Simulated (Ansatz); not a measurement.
**CHClGeN (SMILES N#[C][GeH][Cl]) (doublet): density, localisation and related maps**

```yaml
atoms:
  - { symbol: N, position_ang: [1.2974, -1.3781, 1.3892] }
  - { symbol: C, position_ang: [0.7590, -0.6966, 0.6299] }
  - { symbol: Ge, position_ang: [-0.0002, 0.3960, -0.7555] }
  - { symbol: Cl, position_ang: [-2.0177, -0.2602, -1.0155] }
  - { symbol: H, position_ang: [0.0114, 1.8652, -0.2895] }
```

Geometry: PBE0-D4/def2-TZVP.

All numbers below come from Ansatz 0.2.0, UKS PBE0-D4/def2-TZVPP.

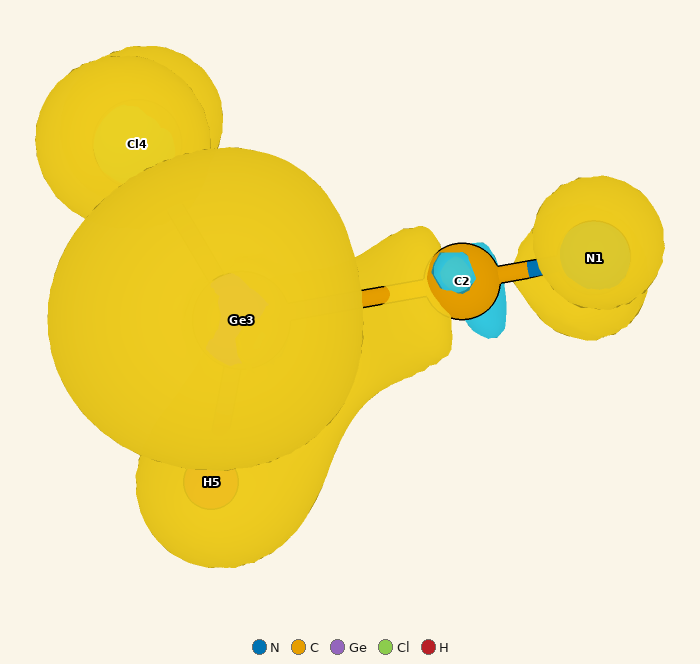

Figure 1. Isosurfaces of the spin density at +0.015 (yellow) and −0.015 e/Å³ (cyan), seen at a tilt.

Q: Where is the unpaired spin?

A: The unpaired spin (1 electron) lies mostly on Ge3 (about 0.7), Cl4 (about 0.1) and H5 (about 0.1), in electrons by Hirshfeld's partition.

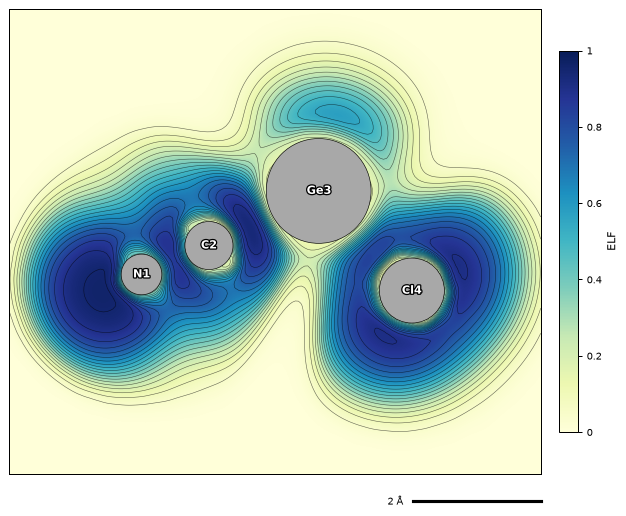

Figure 2. ELF on the plane of atoms C2, Ge3 and Cl4. Grey discs cover the atomic cores.

Q: Read the bonding off the picture.

A: The section cuts through N, C, Ge and Cl sites.
C–N (1.15 Å): the ELF peaks at about 0.85 between the atoms (a short, multiple covalent bond).
C–Ge (1.92 Å): the ELF peaks at about 0.95 in the valence shell of C, 0.7 Å from its nucleus, and is about 0.60 at the midpoint.
Ge–Cl (2.14 Å): the ELF peaks at about 0.80 in the valence shell of Cl, 0.9 Å from its nucleus, and is about 0.65 at the midpoint.
The ELF also peaks beside Cl4 and N1, away from the bonds: non-bonding electrons, paired or unpaired.

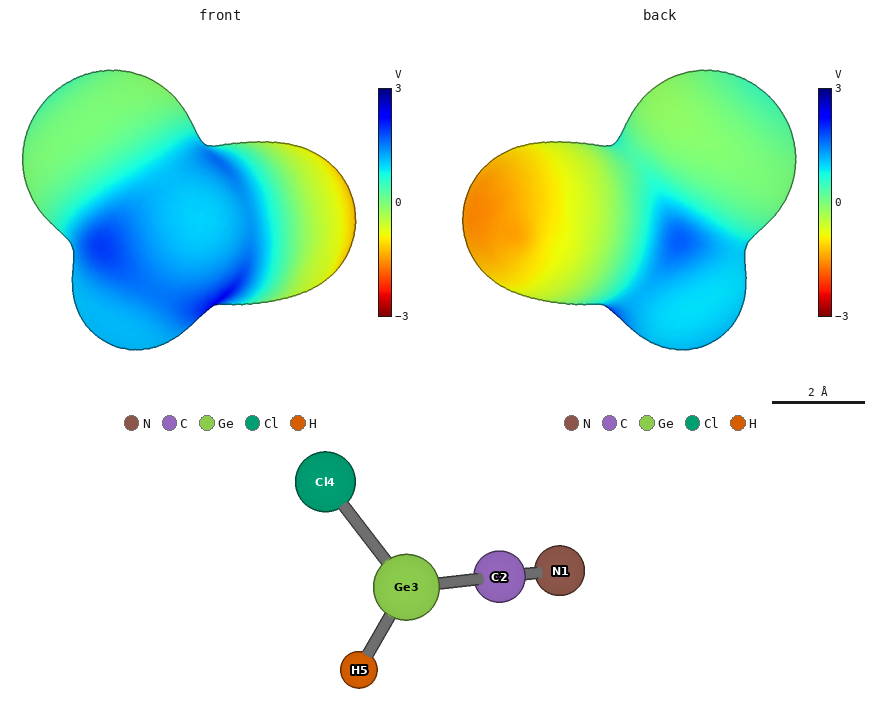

Figure 3. The molecular electrostatic potential painted on the density surface at 0.002 e/bohr³, seen from the front and from behind; the colour scale runs from red (negative) to blue (positive). The bare structure is drawn below in the same view.

Q: Describe the electrostatic potential map.

A: The most negative region (about −1.6 V) lies over N1, the most positive (about +2.2 V) over Ge3. Cl4 shows a σ-hole: about +0.4 V at the tip opposite its bond, against about 0.0 V on its flanks. N1 is the likeliest acceptor of a hydrogen bond.

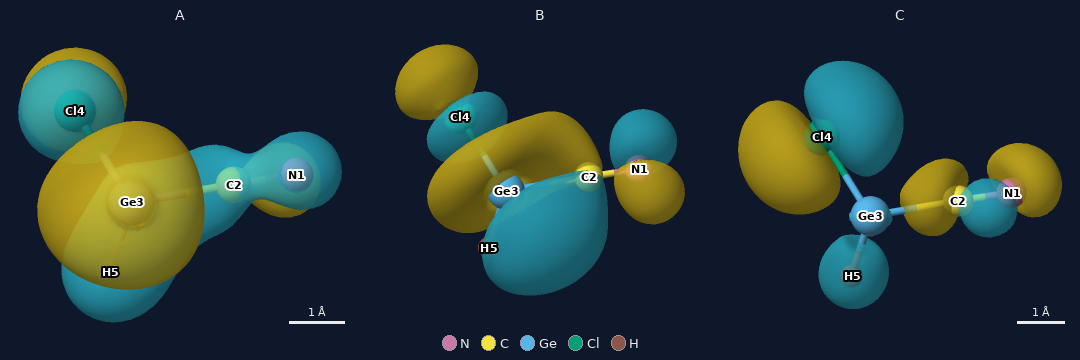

Figure 4. Three frontier orbitals at ±0.08 Å⁻³ᐟ² (yellow and cyan are the two phases), in no order.

Q: Which picture is the HOMO−1, the HOMO and the LUMO? All are α orbitals.

A: C is the HOMO−1 (α) (−9.75 eV). Its weight (Hirshfeld) is mainly on Cl4 (about 75 %), N1 (about 10 %), Ge3 (about 5 %) and C2 (about 5 %); largely a lone pair of Cl4. A is the HOMO (α) (−7.52 eV). By Hirshfeld shares it lies mainly on Ge3 (about 60 %), Cl4 (about 20 %), H5 (about 10 %), N1 (about 5 %) and C2 (about 5 %). B is the LUMO (α) (−1.49 eV). It lies mainly on Ge3 (about 40 %), Cl4 (about 20 %), C2 (about 15 %) and N1 (about 15 %).

Q: What is the gap between the highest occupied and lowest empty α orbitals?

A: 6.03 eV between the orbital energies.
